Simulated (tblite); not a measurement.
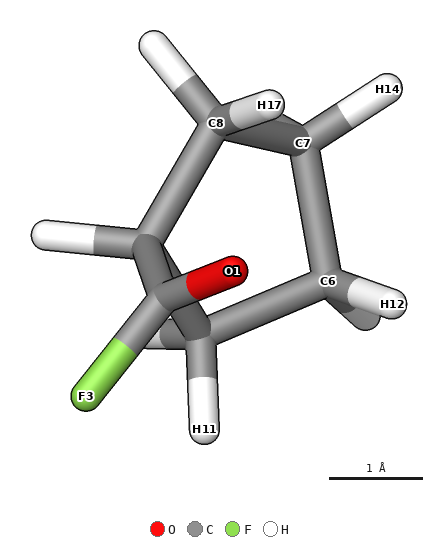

*The input geometry (stick view, seen at a tilt; atoms are numbered from 1 in the order of the input).*

Bond lengths as drawn: C–C 1.49 to 1.55 Å, C–F 1.37 Å, C–H 1.09 Å and C–O 1.18 Å.

Molecular dynamics of C₆H₉FO (part 1 of 3)

C₆H₉FO, SMILES O=C(F)C1CCCC1, computed with GFN2-xTB Langevin dynamics, gas phase (tblite 0.8.0).

Input:
```
{"job": {"kind": "md", "xc": "GFN2-xTB", "basis": "xTB", "temperature": 300, "steps": 2000, "every": 50}, "charge": 0, "multiplicity": 1}
O      1.901025     1.510615    -1.166340
C      1.907444     0.601547    -0.415267
F      3.023569    -0.191883    -0.352638
C      0.860563     0.095313     0.521356
C      0.261242    -1.208912    -0.061390
C     -1.020808    -0.747678    -0.746172
C     -1.562999     0.298506     0.222230
C     -0.315602     1.080994     0.644270
H      1.349352    -0.107453     1.477233
H      0.022992    -1.892737     0.753676
H      0.948846    -1.713126    -0.739171
H     -0.788062    -0.283556    -1.705550
H     -1.715480    -1.568699    -0.913835
H     -2.315071     0.940768    -0.230931
H     -2.010088    -0.196850     1.085586
H     -0.403831     1.478359     1.653729
H     -0.150092     1.916822    -0.036697
```

The first line tells a small driver script what to run in tblite; the rest is the geometry in Å.

Machine: 1 CPU thread, shared host.

Launched with:
```bash
OMP_NUM_THREADS=1 python <driver script> task.json out
```

Output:
```
t/fs     T/K      E/eV
    0.0   259.0   -714.36893
   25.0   187.4   -713.99874
   50.0   273.6   -714.08320
   75.0   210.0   -713.93138
  100.0   236.5   -713.92033
  125.0   391.2   -713.95071
  150.0   214.3   -713.76531
  175.0   223.7   -713.79196
  200.0   257.0   -713.84730
  225.0   210.1   -713.80851
  250.0   303.1   -713.88064
  275.0   216.4   -713.72060
  300.0   322.6   -713.77847
  325.0   240.6   -713.56089
  350.0   284.9   -713.80281
  375.0   293.2   -713.72373
  400.0   260.4   -713.73086
  425.0   281.7   -713.95238
  450.0   234.4   -713.88613
  475.0   218.8   -713.91275
  500.0   264.6   -713.72803
  525.0   310.3   -713.81950
  550.0   309.7   -713.84779
  575.0   256.4   -713.78274
  600.0   202.4   -713.78319
  625.0   207.9   -713.92300
  650.0   239.0   -713.98820
  675.0   229.5   -713.89212
  700.0   298.9   -713.91380
  725.0   231.3   -713.77645
  750.0   273.2   -713.81554
  775.0   319.0   -713.81210
  800.0   419.5   -713.71845
  825.0   414.0   -713.61325
  850.0   404.1   -713.75776
  875.0   273.1   -713.76183
  900.0   414.2   -713.81828
  925.0   273.1   -713.66589
  950.0   360.1   -713.72886
  975.0   281.2   -713.68180
 1000.0   331.3   -713.72556
```

Trajectory as extended XYZ (Å, eV, eV/Å), 41 frames, from step=0 to step=40:
```
17
Properties=species:S:1:pos:R:3:forces:R:3 step=0 time_fs=0.0 energy=-714.36893 temperature=259.0
O     1.9010    1.5106   -1.1663   -0.0001   0.0055  -0.0029
C     1.9074    0.6015   -0.4153   -0.0043  -0.0024   0.0007
F     3.0236   -0.1919   -0.3526    0.0065  -0.0015   0.0017
C     0.8606    0.0953    0.5214   -0.0037  -0.0010   0.0003
C     0.2612   -1.2089   -0.0614    0.0008  -0.0051  -0.0014
C    -1.0208   -0.7477   -0.7462   -0.0008  -0.0038   0.0027
C    -1.5630    0.2985    0.2222    0.0022   0.0024  -0.0022
C    -0.3156    1.0810    0.6443    0.0010   0.0029  -0.0009
H     1.3494   -0.1075    1.4772   -0.0001   0.0009   0.0029
H     0.0230   -1.8927    0.7537    0.0041   0.0019   0.0024
H     0.9488   -1.7131   -0.7392    0.0019  -0.0027  -0.0014
H    -0.7881   -0.2836   -1.7056   -0.0035  -0.0002   0.0036
H    -1.7155   -1.5687   -0.9138   -0.0052  -0.0006  -0.0072
H    -2.3151    0.9408   -0.2309   -0.0033   0.0037  -0.0038
H    -2.0101   -0.1968    1.0856    0.0062   0.0005   0.0039
H    -0.4038    1.4784    1.6537   -0.0027  -0.0029   0.0009
H    -0.1501    1.9168   -0.0367    0.0012   0.0024   0.0009
17
Properties=species:S:1:pos:R:3:forces:R:3 step=1 time_fs=25.0 energy=-713.99874 temperature=187.4
O     1.9026    1.5172   -1.1977   -0.1123  -1.2797   1.3658
C     1.9143    0.5886   -0.4309   -1.2278   1.2048  -1.3822
F     3.0064   -0.1784   -0.3727    0.6322  -0.4043   0.1243
C     0.8360    0.0363    0.4817   -0.4989   0.9568  -0.4939
C     0.1850   -1.2542   -0.0127    0.0106  -0.0356  -0.7247
C    -1.0701   -0.7503   -0.7290    0.0881  -0.5360  -0.5886
C    -1.6137    0.2872    0.2354   -0.0913   0.0168   0.9942
C    -0.3375    1.0041    0.7325    0.2309   1.6076   0.3240
H     1.3239   -0.1786    1.3821    0.9307  -0.2638   1.5138
H    -0.0796   -1.9454    0.8069    0.1822   0.4715  -0.2924
H     0.8829   -1.7338   -0.6867   -0.0158  -0.5132  -0.1626
H    -0.8271   -0.3526   -1.7453    0.0078   0.1351   0.9201
H    -1.7642   -1.5622   -0.9255   -0.2135  -0.1384   0.1721
H    -2.2742    0.9830   -0.2544   -0.2610   0.2347  -0.1229
H    -2.2058   -0.1872    1.0809    0.8477   0.3802  -0.8738
H    -0.3045    1.3687    1.8044   -0.5013  -0.7587  -0.9544
H    -0.2017    1.9739    0.1666   -0.0084  -1.0775   0.1812
17
Properties=species:S:1:pos:R:3:forces:R:3 step=2 time_fs=50.0 energy=-714.08320 temperature=273.6
O     1.7561    1.5275   -1.2306   -0.0943  -0.2138  -0.0480
C     1.7688    0.5937   -0.5143    0.3139  -0.2010   0.4835
F     2.9332   -0.1381   -0.3755    0.0956   0.1032  -0.4002
C     0.7885    0.0259    0.4610   -0.4432   0.7288  -0.3166
C     0.1236   -1.2606   -0.0273   -0.0894  -1.2252  -0.0166
C    -1.2404   -0.8354   -0.5959    1.3042  -0.0808  -1.9714
C    -1.6377    0.2787    0.2886   -1.3016   1.4890   1.4111
C    -0.3713    1.0220    0.7010    0.8277   0.6424   0.5240
H     1.3683   -0.2296    1.3404    0.0949   0.2224   0.3498
H    -0.0608   -1.9086    0.8641    0.2416   0.2753  -0.6889
H     0.7975   -1.7931   -0.7442   -0.7363   0.2206   0.5171
H    -1.0670   -0.4556   -1.6340   -0.0077  -0.0126   0.5682
H    -1.9791   -1.6105   -0.7401   -0.0293  -0.3603   0.4939
H    -2.3020    1.0172   -0.1872   -0.0706  -0.4656   0.0622
H    -2.1558   -0.0907    1.2034    0.2564   0.0945  -0.5382
H    -0.3437    1.3820    1.7467   -0.3452  -0.4894  -0.2614
H    -0.2243    1.9679    0.1384   -0.0166  -0.7276  -0.1685
17
Properties=species:S:1:pos:R:3:forces:R:3 step=3 time_fs=75.0 energy=-713.93138 temperature=210.0
O     1.6315    1.4705   -1.2152   -0.3454   0.7270  -0.5608
C     1.7125    0.5796   -0.4627    0.5641  -0.9143   0.5603
F     2.9174   -0.0765   -0.4134    0.1537  -0.2831   0.1079
C     0.7450   -0.0276    0.4990   -0.1043   0.6900   0.4902
C     0.0930   -1.3253   -0.0848   -0.2141   1.2455   0.3045
C    -1.3262   -0.8668   -0.4687    0.8102   0.0421  -1.5731
C    -1.6994    0.3222    0.3679   -1.1268   0.3032  -0.0088
C    -0.4237    1.0210    0.6495    1.8374   0.6325   1.3316
H     1.2848   -0.2490    1.4891   -0.6720   0.3162  -1.3808
H    -0.0173   -1.9566    0.7599    0.1327  -1.0450   0.5621
H     0.6694   -1.8099   -0.8916   -0.3649   0.3549   0.4337
H    -1.2946   -0.5623   -1.5139   -0.0436   0.0906  -0.2425
H    -2.0319   -1.6576   -0.4026   -0.5715  -0.7492   0.1667
H    -2.4340    0.9959   -0.1127    0.3598  -0.3865  -0.0388
H    -2.1757   -0.0115    1.2721   -0.1295  -0.2114   0.6459
H    -0.3719    1.5388    1.6233   -0.2265  -0.7401   0.2140
H    -0.2235    1.8807    0.0292   -0.0593  -0.0723  -1.0121
17
Properties=species:S:1:pos:R:3:forces:R:3 step=4 time_fs=100.0 energy=-713.92033 temperature=236.5
O     1.5861    1.3948   -1.2448   -0.0141  -0.8686   0.7544
C     1.7057    0.5074   -0.4500   -0.0900   1.1175  -0.8518
F     2.9389   -0.1004   -0.4288   -0.6564  -0.2528   0.4694
C     0.6603   -0.0095    0.5139    0.6854   0.2001   0.7903
C    -0.0079   -1.2941   -0.0599    0.0402   0.6532   0.5267
C    -1.4454   -0.8991   -0.4728    0.3327  -0.2644   0.4137
C    -1.7770    0.2712    0.5035   -0.2483   0.3763  -1.8922
C    -0.4898    1.0269    0.6504    1.4847  -0.4793  -1.1138
H     1.1631   -0.1978    1.5160   -0.4578   0.0288  -1.1116
H    -0.0679   -2.0048    0.7662    0.1226  -0.1995  -0.3024
H     0.6100   -1.6582   -0.8751   -0.2206  -0.3782  -0.0296
H    -1.4666   -0.5967   -1.5155    0.0122   0.3415  -0.0001
H    -2.0563   -1.8273   -0.4140   -0.0195   0.8917   0.2733
H    -2.4906    1.0256    0.1416   -0.2353  -0.6544  -0.2879
H    -2.1461   -0.0754    1.4153   -0.4045  -0.7902   1.4836
H    -0.3877    1.6621    1.4833   -0.0848   0.2483   1.5230
H    -0.3451    1.7276   -0.1637   -0.2464   0.0299  -0.6450
17
Properties=species:S:1:pos:R:3:forces:R:3 step=5 time_fs=125.0 energy=-713.95071 temperature=391.2
O     1.6481    1.3199   -1.2963    0.4502   0.1002  -0.2559
C     1.7181    0.4838   -0.4734   -0.8163  -0.6797   0.7477
F     2.8725   -0.2771   -0.3171   -0.6779   0.5109  -0.1287
C     0.6236    0.0336    0.4856    0.1069  -0.4377   0.3016
C    -0.0953   -1.2802   -0.0582    1.6903   0.7130   0.8680
C    -1.4710   -0.8200   -0.4661   -0.5641  -1.3308   0.0629
C    -1.8140    0.2132    0.6285    0.1390  -0.0843   0.0536
C    -0.5246    1.0611    0.6538    0.3629  -0.4373  -1.6216
H     1.1067   -0.1653    1.4562   -0.0931  -0.0846  -0.2813
H    -0.0534   -2.0667    0.7408   -0.2509   0.6789  -0.8100
H     0.4839   -1.5761   -0.9177    0.1032  -0.6834  -0.2289
H    -1.3936   -0.4297   -1.4906   -0.3017   0.4236   0.4940
H    -2.0632   -1.7810   -0.5616   -0.0992   1.3163   0.4209
H    -2.7388    0.7943    0.5160    0.3982  -0.0969  -0.4487
H    -1.9138   -0.2729    1.6198    0.1338  -0.0728  -0.5468
H    -0.3845    1.6291    1.5353   -0.0847   0.5225   0.8817
H    -0.4294    1.7493   -0.2186   -0.4965  -0.3579   0.4914
17
Properties=species:S:1:pos:R:3:forces:R:3 step=6 time_fs=150.0 energy=-713.76531 temperature=214.3
O     1.8196    1.2185   -1.3678   -0.5318  -0.0936   0.4104
C     1.6805    0.4479   -0.4775    1.2472   0.7818  -1.4604
F     2.7237   -0.3985   -0.2305    0.8711  -0.4051  -0.1277
C     0.6633    0.0788    0.4582   -2.7021  -0.2642  -0.2368
C    -0.0837   -1.1961   -0.0992    0.9070   0.1681   0.4483
C    -1.4629   -0.6740   -0.4162    0.2814  -2.5066  -1.0460
C    -1.7616    0.2058    0.7169   -0.4969   0.6952   1.1259
C    -0.4979    1.0714    0.6963    0.5389   1.0204   0.0157
H     1.1670   -0.2308    1.3166    0.6620  -0.2659   1.7604
H    -0.0957   -1.9157    0.7165   -0.2010  -0.1767  -0.0333
H     0.4639   -1.6391   -0.9181   -0.0294  -0.1216  -0.3612
H    -1.4343   -0.2418   -1.4090   -0.2099   0.6199   0.0311
H    -2.1602   -1.5035   -0.4606   -0.2643  -0.3221  -0.1417
H    -2.7461    0.6282    0.5134    0.2862   0.8938   0.3324
H    -1.8791   -0.3712    1.6758    0.3776   0.4547  -0.7893
H    -0.2844    1.6946    1.6076   -0.4631  -0.4554  -0.9387
H    -0.4945    1.6868   -0.2415   -0.2730  -0.0227   1.0109
17
Properties=species:S:1:pos:R:3:forces:R:3 step=7 time_fs=175.0 energy=-713.79196 temperature=223.7
O     1.8691    1.2162   -1.3669   -0.1703   0.3466  -0.3279
C     1.6835    0.4639   -0.4957    0.8229  -0.7645   0.6524
F     2.7592   -0.4721   -0.2043   -0.7938   0.7296  -0.2997
C     0.5935    0.1375    0.4495   -0.4932  -0.2117  -0.9857
C    -0.0761   -1.1765   -0.1268   -0.5043   1.5309  -1.4829
C    -1.5650   -0.6807   -0.4280    2.8505  -0.9221  -1.1510
C    -1.7454    0.2480    0.7060   -2.0144   1.1409  -0.1297
C    -0.5533    1.1650    0.6927    1.1941  -0.0042  -0.2937
H     1.0768   -0.1161    1.3583    0.3861  -0.2224   1.0481
H     0.0176   -1.9175    0.5979   -0.4585  -1.2180   1.3590
H     0.4962   -1.5870   -0.9793   -0.5196   0.4827  -0.0406
H    -1.4892   -0.1152   -1.3865   -0.3583  -0.4639   0.5478
H    -2.2925   -1.4756   -0.4955    0.0149  -0.1651  -0.0240
H    -2.7373    0.7272    0.5292    0.6487   0.1862   0.6554
H    -1.7459   -0.2988    1.6279   -0.2654  -0.2399   0.5724
H    -0.3853    1.6566    1.6737   -0.1968   0.0240  -0.8182
H    -0.5607    1.8764   -0.1605   -0.1423  -0.2290   0.7184
17
Properties=species:S:1:pos:R:3:forces:R:3 step=8 time_fs=200.0 energy=-713.84730 temperature=257.0
O     1.8367    1.3044   -1.2972   -0.0147   0.7085  -0.6764
C     1.7415    0.4683   -0.4784   -1.4654   0.7871   0.7166
F     2.7015   -0.4059   -0.3087    1.6265  -1.2523   0.1417
C     0.6216    0.1333    0.4513   -0.6549  -0.0637   0.8855
C    -0.0619   -1.1028   -0.1686   -0.8578  -0.8202   0.4704
C    -1.6020   -0.7368   -0.3787    1.6890  -0.4455   0.2852
C    -1.8230    0.3471    0.7307    0.4864  -0.7725  -1.5460
C    -0.5542    1.1550    0.5684    1.5128  -0.3044   0.8687
H     1.0443   -0.1576    1.4667   -0.3801   0.5126  -1.0839
H     0.0479   -1.9329    0.5488   -0.4076   0.1758  -0.0955
H     0.4575   -1.4864   -1.0493   -0.3514   0.3659  -0.3031
H    -1.6644   -0.2081   -1.3409   -0.2696  -0.4696   0.1951
H    -2.1467   -1.7252   -0.3982    0.1070   1.4717   0.2498
H    -2.6402    1.0104    0.4832   -0.5001  -0.2654   0.3088
H    -1.8565   -0.0831    1.7086   -0.3878  -0.2327   0.4872
H    -0.3639    1.8462    1.4000   -0.1618  -0.0588  -0.2721
H    -0.5939    1.6785   -0.3577    0.0296   0.6633  -0.6318
17
Properties=species:S:1:pos:R:3:forces:R:3 step=9 time_fs=225.0 energy=-713.80851 temperature=210.1
O     1.7949    1.4427   -1.2332   -0.2293  -1.0551   1.1537
C     1.6934    0.5476   -0.4571    0.2869  -0.6422  -0.3096
F     2.7645   -0.3906   -0.3959   -0.8857   0.8143   0.0428
C     0.5584    0.0900    0.4598    0.7059   1.3083   1.3561
C    -0.1852   -1.1564   -0.0534    2.5021  -1.6748  -0.4668
C    -1.6076   -0.8027   -0.2826   -0.7205   0.8835   1.3538
C    -1.8141    0.4755    0.6208    0.7156  -2.3677   0.1562
C    -0.5250    1.2270    0.4859    0.7338  -0.6913   0.5261
H     0.9692   -0.0757    1.5632   -0.5430   0.2425  -2.1836
H    -0.0166   -2.0672    0.6111   -0.3670   1.2900  -0.4261
H     0.2727   -1.4839   -1.0159   -0.1053   0.2002   0.4259
H    -1.7817   -0.5335   -1.3058   -0.2663  -0.0477  -0.4648
H    -2.1867   -1.6677    0.0428   -0.5450   0.4030  -0.2800
H    -2.6894    0.9876    0.3651   -1.0933   0.8470  -0.2866
H    -1.8539    0.1011    1.6380   -0.3968   0.0481   0.3223
H    -0.3469    1.9362    1.2926   -0.0205  -0.0630   0.0441
H    -0.5237    1.7608   -0.4298    0.2283   0.5049  -0.9635
17
Properties=species:S:1:pos:R:3:forces:R:3 step=10 time_fs=250.0 energy=-713.88064 temperature=303.1
O     1.7826    1.5216   -1.1417   -0.3131   0.5777  -0.5889
C     1.6365    0.5469   -0.5123    0.9924  -0.7645   0.8408
F     2.7400   -0.3023   -0.4414   -0.4538  -0.1460   0.0006
C     0.5428    0.1007    0.4047    1.5837   0.3474   0.8403
C    -0.1837   -1.1800    0.0170    1.3890  -0.6218   0.3253
C    -1.6118   -0.8041   -0.1291    0.3751   1.7311  -1.2781
C    -1.8192    0.5163    0.5856   -1.3400  -0.1549   0.4158
C    -0.4802    1.1887    0.4414   -1.0556   1.0085  -0.5244
H     1.0131    0.0249    1.4491   -0.3348  -0.2067  -1.3068
H    -0.0077   -1.8838    0.8136   -0.2301  -0.4422   0.4405
H     0.2022   -1.6777   -0.8658    0.2058   0.2069  -0.3398
H    -1.8028   -0.5533   -1.1707   -0.1748  -0.4972  -0.2860
H    -2.2029   -1.5634    0.2139   -1.8324  -1.7833   0.6149
H    -2.6794    1.0201    0.0834    0.7326   0.0744   0.5616
H    -2.0925    0.3724    1.6353    0.0812  -0.0176  -0.0248
H    -0.2862    1.8909    1.2267    0.0746   0.5148   0.3336
H    -0.5102    1.7176   -0.5125    0.3002   0.1735  -0.0249
17
Properties=species:S:1:pos:R:3:forces:R:3 step=11 time_fs=275.0 energy=-713.72060 temperature=216.4
O     1.7551    1.5740   -1.2217    0.2951  -0.3907   0.4480
C     1.7091    0.6296   -0.4969   -1.0273   0.6455  -1.5879
F     2.7195   -0.2456   -0.4742    0.6972  -0.4106   0.0856
C     0.6007    0.2047    0.3836   -1.0366  -1.2458  -0.3222
C    -0.1582   -1.2187    0.0534   -0.5806   2.7069  -0.2468
C    -1.7060   -0.8777   -0.0796    1.4046   0.5310  -0.0618
C    -1.8719    0.4855    0.5928   -0.1346   0.5581   0.2226
C    -0.5057    1.2263    0.4517   -1.8133   1.1510  -1.9688
H     1.1431    0.1296    1.3136   -0.2068  -0.3887   0.8190
H     0.0381   -1.7968    0.9037   -0.0124  -1.0438   1.0443
H     0.2388   -1.6973   -0.8162    0.1779  -0.0990  -0.5043
H    -2.0238   -0.7457   -1.1268    0.3448  -0.5209   0.3565
H    -2.3199   -1.6017    0.4486    0.0886  -0.2246  -0.3335
H    -2.7484    1.0450    0.1463    1.1045  -0.4108   0.4678
H    -2.0899    0.3538    1.6560    0.0059  -0.0105  -0.0245
H    -0.3800    1.9478    1.2611    0.0503  -0.0060  -0.2983
H    -0.6070    1.7968   -0.5798    0.6426  -0.8411   1.9044
17
Properties=species:S:1:pos:R:3:forces:R:3 step=12 time_fs=300.0 energy=-713.77847 temperature=322.6
O     1.7406    1.5497   -1.1990    0.0651   0.9255  -0.9922
C     1.6293    0.5941   -0.5408   -0.4381  -0.4874   1.3315
F     2.6844   -0.2949   -0.4998   -0.4766  -0.0644   0.0812
C     0.5205    0.2370    0.4457    0.0494  -0.2999  -1.7757
C    -0.1003   -1.1760    0.0336   -0.2439   1.6973   0.5515
C    -1.6394   -0.8268   -0.0960   -0.4886  -1.5906   0.7855
C    -1.9500    0.4647    0.6674    2.7955  -0.3170  -0.3962
C    -0.6107    1.2715    0.4700   -1.3217   0.3860  -0.4949
H     1.0447    0.2207    1.3698    0.1884  -0.3150   1.0742
H     0.2272   -1.9127    0.8285   -0.8319   0.5952  -1.2017
H     0.3002   -1.3964   -0.9699   -0.1987  -0.4586   0.6436
H    -1.9267   -0.6916   -1.1449    0.2078  -0.3361   0.2464
H    -2.2682   -1.6547    0.3924    0.8112   0.8583  -1.0445
H    -2.7795    1.0296    0.3407   -0.8221   0.3029  -0.5245
H    -2.0781    0.1901    1.6852   -0.0662   0.0787   1.0557
H    -0.5097    2.0321    1.2454    0.2449  -0.2126   0.1017
H    -0.7373    1.8585   -0.4807    0.5255  -0.7620   0.5585
```
